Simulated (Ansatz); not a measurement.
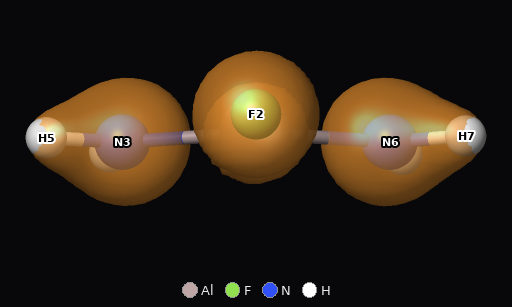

AlFH4N2. Isosurface of the electron density at 1 e/Å³ (orange), seen from one side.

Method: RHF/def2-SVP in Ansatz 0.2.0.

```yaml
atoms:
  - { symbol: Al, position_ang: [-0.0035, 0.0346, -0.1046] }
  - { symbol: F, position_ang: [-0.0140, 0.1416, 1.5468] }
  - { symbol: N, position_ang: [1.5548, 0.0917, -0.9198] }
  - { symbol: H, position_ang: [1.7071, 0.0235, -1.9071] }
  - { symbol: H, position_ang: [2.4326, 0.1965, -0.4484] }
  - { symbol: N, position_ang: [-1.5512, -0.1283, -0.9256] }
  - { symbol: H, position_ang: [-2.4352, -0.1713, -0.4562] }
  - { symbol: H, position_ang: [-1.6906, -0.1881, -1.9153] }
```

### Which contacts does the surface bridge?

At this value the surface falls into four separate pieces. It bridges the sampled N–H (1.00 Å) contacts, where the density stays above the isovalue. It is pinched off along the sampled Al–F (1.65 Å) and Al–N (1.76 Å) contacts. On the grid the lowest density along these lines, outside the cores, is 0.69 e/Å³ (Al–F, 1.65 Å), 0.74 e/Å³ (Al–N, 1.76 Å) and 2.3 e/Å³ (N–H, 1.00 Å).
